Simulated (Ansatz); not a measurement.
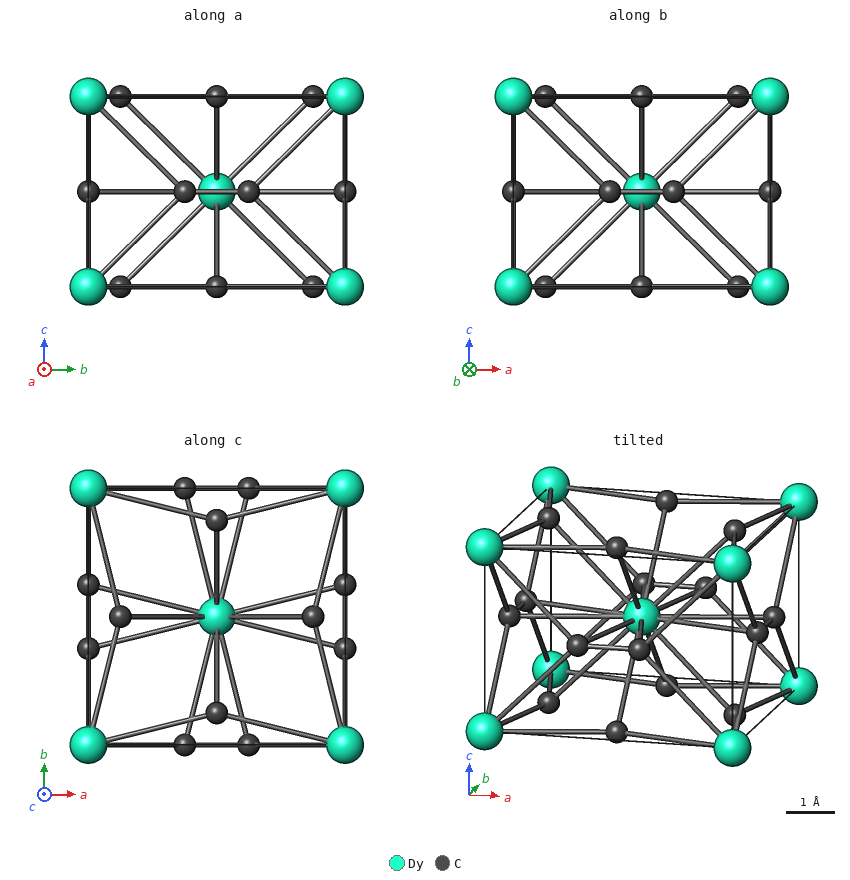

Structure drawing (ball-and-stick), viewed along the a axis, along the b axis, along the c axis and slightly off an axis. The conventional unit cell is outlined; an atom on or near a face, edge or corner is repeated at each equivalent position.

Lattice parameters: a = 5.380 Å, b = 5.380 Å, c = 3.989 Å, α = 90.00°, β = 90.00°, γ = 90.00°.

> Set out the cell and atoms as a table of Wyckoff sites.

Space group I4/mmm (No. 139).
```tsv
atom	site	x	y	z
Dy	2a	0.0000	0.0000	0.0000
C	8j	0.6245	0.0000	0.5000
```

Source of the structure: a structure type filled with these elements by a generator (whether the compound takes this form wasn't checked). The structure drawn was relaxed with DFT PBE, scalar-relativistic, plane waves, PAW; 4f electrons in the core of a trivalent norm-conserving potential in Ansatz.
